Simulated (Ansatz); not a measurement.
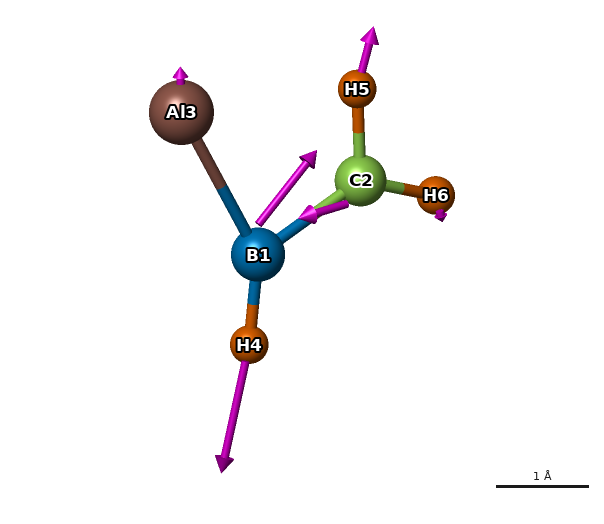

Arrows show the forces on the atoms, 0.2 Å of arrow for 1 eV/Å; forces under a tenth of the largest aren't drawn. Charge 0, doublet. Level of theory: ωB97M-V/def2-TZVPP (Ansatz 0.2.0).

### On which atom is the force largest, and how large is it?

On H4: 6.34 eV/Å.

### Which bond do the forces act along most?

B1–H4, now 1.021 Å: the forces push its atoms apart, so a first step downhill lengthens it.

List the force components in the frame of the picture (x right, y up, z towards the viewer), in eV/Å.

| atom | Fx | Fy | Fz |
| --- | --- | --- | --- |
| B1 | 3.19 | 4.06 | −0.87 |
| C2 | −2.65 | −0.80 | 1.60 |
| Al3 | −0.03 | 0.96 | 0.23 |
| H4 | −1.33 | −6.11 | −1.01 |
| H5 | 0.66 | 2.51 | 0.30 |
| H6 | 0.15 | −0.61 | −0.25 |
